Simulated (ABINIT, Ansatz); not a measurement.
## K2LiAlF6 (Fm-3m): G0W0 on several meshes in ABINIT

Wanted: mesh dependence and cost of G0W0 for K2LiAlF6 (Fm-3m).

Calculated with ABINIT 10.8.3; LDA and many-body steps on it, plane waves.

## (1) Starting point

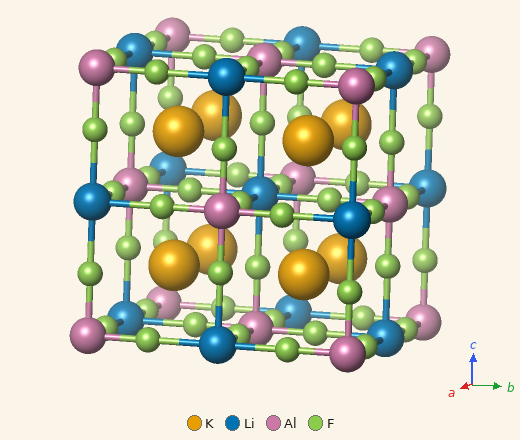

The starting structure, seen slightly off an axis (potassium orange, lithium blue, aluminium pink, fluorine green). This picture shows the conventional cell, with its axes. Some periodic images of atoms are drawn too.

The cell and positions come from the Crystallography Open Database and are kept as given unless a step says otherwise.

## (2) Empty states on the mesh, 2×2×2 mesh, 250 bands

This step: ABINIT 10.8.3; DFT, LDA, plane waves, norm-conserving pseudopotentials.

The sums over transitions need many empty states on a uniform mesh; this step solves for them.

Input file run.abi:

```
acell 3*1.0 Angstrom
rprim 
  0.000000000000 3.921000000000 3.921000000000
  3.921000000000 0.000000000000 3.921000000000
  3.921000000000 3.921000000000 -0.000000000000
ntypat 4
znucl 19 3 13 9
natom 10
typat 1 1 2 3 4 4 4 4 4 4
xred 
  0.250000000000 0.250000000000 0.250000000000
  0.750000000000 0.750000000000 0.750000000000
  0.500000000000 0.500000000000 0.500000000000
  0.000000000000 -0.000000000000 0.000000000000
  0.768900000000 0.231100000000 0.231100000000
  0.231100000000 0.768900000000 0.231100000000
  0.231100000000 0.768900000000 0.768900000000
  0.768900000000 0.231100000000 0.768900000000
  0.231100000000 0.231100000000 0.768900000000
  0.768900000000 0.768900000000 0.231100000000
pp_dirpath "pseudos"
pseudos "K.upf, Li.upf, Al.upf, F.upf"
ecut 36
ngkpt 2 2 2
nshiftk 1
shiftk 0 0 0
kptopt 1
chksymbreak 0
iscf -2
irdden 1
istwfk *1
nband 250
nbdbuf 22
tolwfr 1e-09
nstep 60
prtvol 0
indata_prefix "in"
outdata_prefix "out"
tmpdata_prefix "tmp"
```

On the command line:

```bash
$ OMP_NUM_THREADS=1 mpirun -n 4 abinit run.abi > log
```

Numbers of over 12 decimals in the logs are rounded to 6 here.

Log:

```text
.Version 10.8.3 of ABINIT. v10.8.2 released Aug 2026.

 Symmetries : space group Fm -3 m (#225); Bravais cF (face-center cubic)
[... echo of the input left out ...]
== DATASET  1 ==================================================================
-   mpi_nproc: 4, omp_nthreads: 1 (-1 if OMP is not activated)
-    --> not optimal distribution: autoparal keyword recommended in input file <--

--- !DatasetInfo
iteration_state: {dtset: 1, }
dimensions: {natom: 10, nkpt: 3, mband: 250, nsppol: 1, nspinor: 1, nspden: 1, mpw: 8393, }
cutoff_energies: {ecut:  36.0, pawecutdg:  -1.0, }
[...]
2.89383    2.89383    2.89520    2.89520    2.91995    2.92588    2.92588    2.92588
   2.93208    2.93208    2.93208    2.95540    2.95547    2.95666    2.95675    2.95685
   2.97154    2.98092
 prteigrs : prtvol=0 or 1, do not print more k-points.

== END DATASET(S) ==============================================================
================================================================================

 -outvars: echo values of variables after computation  --------
            nband         250
             nkpt           3
          spgroup         225
 [... the other variables as echoed above ...]

 Calculation completed.
```

It took 3.6 min on 4 MPI ranks of Arm Neoverse N1, shared host; peak memory 0.48 GiB.

This step gave:

```yaml
gap: 7.553 eV
k_of_the_valence_top: 0, 0, 0
k_of_the_conduction_bottom: 0, 0, 0
least_direct_gap: 7.553 eV
k_points_computed: 3
lowest_point_of_the_top_converged_band_above_the_valence_top: 75.7097 eV
```

On this mesh the gap is 7.553 eV.

The density comes from a self-consistent run that is not shown.

## (3) Screening, 2×2×2 mesh, 112 bands, screening to 114.3 eV

The RPA dielectric matrix is built and inverted for each q.

This step: RPA screening on LDA, plane waves, norm-conserving pseudopotentials.

run.abi: that of step 2 with these lines changed.

```diff
@@ -28,10 +28,11 @@
 chksymbreak 0
-iscf -2
-irdden 1
 istwfk *1
-nband 250
-nbdbuf 22
-tolwfr 1e-09
-nstep 60
-prtvol 0
+occopt 1
+irdwfk 1
+optdriver 3
+nband 112
+ecuteps 4.2
+inclvkb 2
+awtr 1
+symchi 1
 indata_prefix "in"
```

Log:

```text
.Version 10.8.3 of ABINIT. v10.8.2 released Aug 2026.

 Symmetries : space group Fm -3 m (#225); Bravais cF (face-center cubic)
[... echo of the input left out ...]
== DATASET  1 ==================================================================
-   mpi_nproc: 4, omp_nthreads: 1 (-1 if OMP is not activated)

--- !DatasetInfo
iteration_state: {dtset: 1, }
dimensions: {natom: 10, nkpt: 3, mband: 112, nsppol: 1, nspinor: 1, nspden: 1, mpw: 8393, }
cutoff_energies: {ecut:  36.0, pawecutdg:  -1.0, }
electrons: {nelect:   6.60000000E+01, charge:   0.00000000E+00, occopt:   1.00000000E+00, tsmear:   1.00000000E-02, }

 SCREENING: Calculation of the susceptibility and dielectric matrices

 Based on a program developped by R.W. Godby, V. Olevano, G. Onida, and L. Reining.
 Incorporated in ABINIT by V. Olevano, G.-M. Rignanese, and M. Torrent.
.Using double precision arithmetic ; gwpc =  8

[... cell and pseudopotentials left out ...]
--------------------------------------------------------------------------------

 ==== K-mesh for the wavefunctions ====
 Number of points in the irreducible wedge :     3
[... list of points left out ...]
 Together with 48 symmetry operations and time-reversal symmetry
 yields     8 points in the full Brillouin Zone.

 ==== Q-mesh for the screening function ====
 Number of points in the irreducible wedge :     3
[... list of points left out ...]
 Together with 48 symmetry operations and time-reversal symmetry
 yields     8 points in the full Brillouin Zone.

 setmesh: FFT mesh size selected  =    40x   40x   40
          total number of points  =        64000

 vcoul_init : cutoff-mode = AUXILIARY_FUNCTION
 q-points for optical limit:   1
     1)      0.000010    0.000020    0.000030

- screening: taking advantage of time-reversal symmetry
- Maximum band index for partially occupied states nbvw = 33
- Remaining bands to be divided among processors   nbcw = 79
- Number of bands treated by each node ~19

 Number of electrons calculated from density =   66.0000; Expected =   66.0000
 average of density, n =  0.081120
 r_s =    1.4331
 omega_plasma =   27.4738 [eV]

 calculating chi0 at frequencies [eV] :
  1    0.000000E+00    0.000000E+00
  2    0.000000E+00    2.747382E+01

--------------------------------------------------------------------------------
  q-point number  1        q = ( 0.000000, 0.000000, 0.000000) [r.l.u.]
--------------------------------------------------------------------------------
[... chi0 elements left out ...]
 For q-point:  0.000010 0.000020 0.000030
  dielectric constant =   2.0524
  dielectric constant without local fields =   2.2002

  Average fulfillment of the sum rule on Im[epsilon] for q-point    1 :     36.56  [%]
[... wings left out ...]
  q-point number  2        q = ( 0.500000, 0.000000, 0.000000) [r.l.u.]
--------------------------------------------------------------------------------
[... chi0 elements left out ...]
  Average fulfillment of the sum rule on Im[epsilon] for q-point    2 :     42.47  [%]

 [... 1 further q-points ...]
```

Wall time 54 s (4 MPI ranks); peak memory 1.5 GiB; 3.6 min of CPU time.

Numbers from this step:

```
ε∞ with local fields, on this mesh, along the program's q direction : 2.052
the same without local fields                                       : 2.200
plasma frequency                                                    : 27.47 eV
plane waves in the screening matrix                                 : 331
```

Local fields lower ε∞ by 7 %. On a Γ-centred mesh this coarse the value itself is usually too large, while a short band sum pulls it down.

## (4) 2×2×2

The self-energy is evaluated for the states that the input lists, and the levels follow from it, in one-shot runs by the linearised quasiparticle equation.

This step: G0W0 on LDA, plane waves, norm-conserving pseudopotentials.

run.abi: that of step 3 with these lines changed.

```diff
@@ -31,8 +31,15 @@
 irdwfk 1
-optdriver 3
+optdriver 4
 nband 112
+gwcalctyp 0
+ecutsigx 36
+symsigma 1
+nkptgw 1
+kptgw 
+  0.0000000000 0.0000000000 0.0000000000
+bdgw 
+  31 36
 ecuteps 4.2
-inclvkb 2
-awtr 1
-symchi 1
+irdscr 1
+ppmodel 1
 indata_prefix "in"
```

Log:

```text
.Version 10.8.3 of ABINIT. v10.8.2 released Aug 2026.

 Symmetries : space group Fm -3 m (#225); Bravais cF (face-center cubic)
[... echo of the input left out ...]
== DATASET  1 ==================================================================
-   mpi_nproc: 4, omp_nthreads: 1 (-1 if OMP is not activated)

--- !DatasetInfo
iteration_state: {dtset: 1, }
dimensions: {natom: 10, nkpt: 3, mband: 112, nsppol: 1, nspinor: 1, nspden: 1, mpw: 8393, }
cutoff_energies: {ecut:  36.0, pawecutdg:  -1.0, }
electrons: {nelect:   6.60000000E+01, charge:   0.00000000E+00, occopt:   1.00000000E+00, tsmear:   1.00000000E-02, }

 SIGMA: Calculation of the GW corrections

 Based on a program developped by R.W. Godby, V. Olevano, G. Onida, and L. Reining.
 Incorporated in ABINIT by V. Olevano, G.-M. Rignanese, and M. Torrent.
.Using double precision arithmetic ; gwpc =  8

[... cell and pseudopotentials left out ...]
--------------------------------------------------------------------------------

 ==== K-mesh for the wavefunctions ====
 Number of points in the irreducible wedge :     3
[... list of points left out ...]
 Together with 48 symmetry operations and time-reversal symmetry
 yields     8 points in the full Brillouin Zone.

 ==== Q-mesh for screening function ====
 Number of points in the irreducible wedge :     3
[... list of points left out ...]
 Together with 48 symmetry operations and time-reversal symmetry
 yields     8 points in the full Brillouin Zone.

 vcoul_init : cutoff-mode = AUXILIARY_FUNCTION
 q-points for optical limit:   1
     1)      0.000010    0.000020    0.000030
 setmesh: FFT mesh size selected  =    60x   60x   60
          total number of points  =       216000

 Number of electrons calculated from density =   66.0000; Expected =   66.0000
 average of density, n =  0.081120
 r_s =    1.4331
 omega_plasma =   27.4738 [eV]

 === KS Band Gaps ===
  >>>> For spin  1
   Minimum direct gap =   7.5533 [eV], located at k-point      :   0.0000  0.0000  0.0000
   Fundamental gap    =   7.5533 [eV], Top of valence bands at :   0.0000  0.0000  0.0000
                                       Bottom of conduction at :   0.0000  0.0000  0.0000
 SIGMA fundamental parameters:
 PLASMON POLE MODEL  1
 number of plane-waves for SigmaX                 8393
 number of plane-waves for SigmaC and W            331
 number of plane-waves for wavefunctions          8393
 number of bands                                   112
 number of independent spin polarizations            1
 number of spinorial components                      1
 number of k-points in IBZ                           3
 number of q-points in IBZ                           3
 number of symmetry operations                      48
 number of k-points in BZ                            8
 number of q-points in BZ                            8
 number of frequencies for dSigma/dE                 9
 frequency step for dSigma/dE [eV]                0.25
 number of omega for Sigma on real axis              0
 max omega for Sigma on real axis  [eV]           0.00
 zcut for avoiding poles [eV]                     0.10

 EPSILON^-1 parameters (SCR file):
 dimension of the eps^-1 matrix on file            331
 dimension of the eps^-1 matrix used               331
 number of plane-waves for wavefunctions          8393
 number of bands                                   112
 number of q-points in IBZ                           3
 number of frequencies                               2
 number of real frequencies                          1
 number of imag frequencies                          1

 matrix elements of self-energy operator (all in [eV])

 Perturbative Calculation

--- !SelfEnergy_ee
iteration_state: {dtset: 1, }
kpoint     : [   0.000,    0.000,    0.000, ]
spin       : 1
KS_gap     :    7.553
QP_gap     :   11.930
Delta_QP_KS:    4.376
data: !SigmaeeData |
     Band     E0 <VxcDFT>   SigX SigC(E0)      Z dSigC/dE  Sig(E)    E-E0       E
       31   0.311 -22.825 -30.265   5.070   0.828  -0.208 -24.786  -1.961  -1.650
       32   0.311 -22.825 -30.265   5.070   0.828  -0.208 -24.786  -1.961  -1.650
       33   0.311 -22.825 -30.265   5.070   0.828  -0.208 -24.786  -1.961  -1.650
       34   7.864 -11.404  -6.118  -2.596   0.898  -0.114  -8.989   2.415  10.279
       35  10.340 -10.711  -4.753  -2.508   0.902  -0.109  -7.599   3.112  13.452
       36  10.340 -10.711  -4.753  -2.508   0.902  -0.109  -7.599   3.112  13.452

== END DATASET(S) ==============================================================
================================================================================

 -outvars: echo values of variables after computation  --------
           etotal      0.0000000000E+00
            nband         112
             nkpt           3
          spgroup         225
 [... the other variables as echoed above ...]

 Calculation completed.
```

Run time: 12 s. Hardware: 4 MPI ranks; peak memory 1.3 GiB; 49 s of CPU time.

This step gave:

```
G0W0 gap on the points computed              : 11.93 eV
starting gap on the mesh                     : 7.553 eV
k of the valence top                         : 0, 0, 0
k of the conduction bottom                   : 0, 0, 0
Z at the valence top                         : 0.828
Z at the conduction bottom                   : 0.898
least direct G0W0 gap on the computed points : 11.93 eV
```

The gap on the mesh goes from 7.55 eV to 11.93 eV, a correction of +4.38 eV.

## (5) Empty states on the mesh, 4×4×4 mesh, 122 bands

This step: DFT, LDA, plane waves, norm-conserving pseudopotentials.

run.abi: that of step 4 with these lines changed.

```diff
@@ -23,3 +23,3 @@
 ecut 36
-ngkpt 2 2 2
+ngkpt 4 4 4
 nshiftk 1
@@ -28,18 +28,10 @@
 chksymbreak 0
+iscf -2
+irdden 1
 istwfk *1
-occopt 1
-irdwfk 1
-optdriver 4
-nband 112
-gwcalctyp 0
-ecutsigx 36
-symsigma 1
-nkptgw 1
-kptgw 
-  0.0000000000 0.0000000000 0.0000000000
-bdgw 
-  31 36
-ecuteps 4.2
-irdscr 1
-ppmodel 1
+nband 122
+nbdbuf 10
+tolwfr 1e-09
+nstep 60
+prtvol 0
 indata_prefix "in"
```

Log:

```text
.Version 10.8.3 of ABINIT. v10.8.2 released Aug 2026.

 Symmetries : space group Fm -3 m (#225); Bravais cF (face-center cubic)
[... echo of the input left out ...]
== DATASET  1 ==================================================================
-   mpi_nproc: 4, omp_nthreads: 1 (-1 if OMP is not activated)

--- !DatasetInfo
iteration_state: {dtset: 1, }
dimensions: {natom: 10, nkpt: 8, mband: 122, nsppol: 1, nspinor: 1, nspden: 1, mpw: 8424, }
cutoff_energies: {ecut:  36.0, pawecutdg:  -1.0, }
[...]
1.49007    1.49007    1.49007    1.59752    1.60176    1.60176    1.60326    1.60326
   1.60326    1.62091    1.62091    1.62091    1.62674    1.62674    1.62674    1.69071
   1.69079    1.69112
 prteigrs : prtvol=0 or 1, do not print more k-points.

== END DATASET(S) ==============================================================
================================================================================

 -outvars: echo values of variables after computation  --------
            nband         122
             nkpt           8
          spgroup         225
 [... the other variables as echoed above ...]

 Calculation completed.
```

Run time: 2.5 min. Hardware: 4 MPI ranks; peak memory 0.5 GiB.

This step gave:

```yaml
gap: 7.553 eV
k_of_the_valence_top: 0, 0, 0
k_of_the_conduction_bottom: 0, 0, 0
least_direct_gap: 7.553 eV
k_points_computed: 8
lowest_point_of_the_top_converged_band_above_the_valence_top: 41.00 eV
```

On this mesh the gap is 7.553 eV.

## (6) Screening, 4×4×4 mesh, 112 bands, screening to 114.3 eV

This step: RPA screening on LDA, plane waves, norm-conserving pseudopotentials.

run.abi: that of step 5 with these lines changed.

```diff
@@ -28,10 +28,11 @@
 chksymbreak 0
-iscf -2
-irdden 1
 istwfk *1
-nband 122
-nbdbuf 10
-tolwfr 1e-09
-nstep 60
-prtvol 0
+occopt 1
+irdwfk 1
+optdriver 3
+nband 112
+ecuteps 4.2
+inclvkb 2
+awtr 1
+symchi 1
 indata_prefix "in"
```

Log:

```text
.Version 10.8.3 of ABINIT. v10.8.2 released Aug 2026.

 Symmetries : space group Fm -3 m (#225); Bravais cF (face-center cubic)
[... echo of the input left out ...]
== DATASET  1 ==================================================================
-   mpi_nproc: 4, omp_nthreads: 1 (-1 if OMP is not activated)

--- !DatasetInfo
iteration_state: {dtset: 1, }
dimensions: {natom: 10, nkpt: 8, mband: 112, nsppol: 1, nspinor: 1, nspden: 1, mpw: 8424, }
cutoff_energies: {ecut:  36.0, pawecutdg:  -1.0, }
electrons: {nelect:   6.60000000E+01, charge:   0.00000000E+00, occopt:   1.00000000E+00, tsmear:   1.00000000E-02, }

 SCREENING: Calculation of the susceptibility and dielectric matrices

 Based on a program developped by R.W. Godby, V. Olevano, G. Onida, and L. Reining.
 Incorporated in ABINIT by V. Olevano, G.-M. Rignanese, and M. Torrent.
.Using double precision arithmetic ; gwpc =  8

[... cell and pseudopotentials left out ...]
--------------------------------------------------------------------------------

 ==== K-mesh for the wavefunctions ====
 Number of points in the irreducible wedge :     8
[... list of points left out ...]
 Together with 48 symmetry operations and time-reversal symmetry
 yields    64 points in the full Brillouin Zone.

 ==== Q-mesh for the screening function ====
 Number of points in the irreducible wedge :     8
[... list of points left out ...]
 Together with 48 symmetry operations and time-reversal symmetry
 yields    64 points in the full Brillouin Zone.

 setmesh: FFT mesh size selected  =    40x   40x   40
          total number of points  =        64000

 vcoul_init : cutoff-mode = AUXILIARY_FUNCTION
 q-points for optical limit:   1
     1)      0.000010    0.000020    0.000030

- screening: taking advantage of time-reversal symmetry
- Maximum band index for partially occupied states nbvw = 33
- Remaining bands to be divided among processors   nbcw = 79
- Number of bands treated by each node ~19

 Number of electrons calculated from density =   66.0000; Expected =   66.0000
 average of density, n =  0.081120
 r_s =    1.4331
 omega_plasma =   27.4738 [eV]

 calculating chi0 at frequencies [eV] :
  1    0.000000E+00    0.000000E+00
  2    0.000000E+00    2.747382E+01

--------------------------------------------------------------------------------
  q-point number  1        q = ( 0.000000, 0.000000, 0.000000) [r.l.u.]
--------------------------------------------------------------------------------
[... chi0 elements left out ...]
 For q-point:  0.000010 0.000020 0.000030
  dielectric constant =   2.0309
  dielectric constant without local fields =   2.1781

  Average fulfillment of the sum rule on Im[epsilon] for q-point    1 :     36.44  [%]
[... wings left out ...]
  q-point number  2        q = ( 0.250000, 0.000000, 0.000000) [r.l.u.]
--------------------------------------------------------------------------------
[... chi0 elements left out ...]
  Average fulfillment of the sum rule on Im[epsilon] for q-point    2 :     47.08  [%]

 [... 6 further q-points ...]
```

It took 6.7 min on 4 MPI ranks; peak memory 2.7 GiB.

Numbers from this step:

```
ε∞ with local fields, on this mesh, along the program's q direction : 2.031
the same without local fields                                       : 2.178
plasma frequency                                                    : 27.47 eV
plane waves in the screening matrix                                 : 331
```

[end of part 1 of 2]

[Paths, hosts, dates, memory and timing lines, banners, echoed tables and standing remarks are left out of the program output.]

[Logs are printed without paths, hosts, clocks, repeated set-up lines and the standing remarks that a program may print on its own settings, such as how far it seeks lower states.]

[Runs of the session that timed out or met a known fault of the program may be left out.]

[Hosts, paths, dates, database ids (printed as entryN), source tags and the programs' standing remarks are cut or masked in the printed files.]

[G0W0 gaps are taken among the corrected bands and points alone; a level outside them can change the order at an edge.]

[Where Ansatz stands beside ABINIT at settings called matched, ABINIT's density can come from a denser mesh and the files from another edition; pairs whose starting gaps differed by over 0.03 eV were left out, so agreement reads better than it is.]
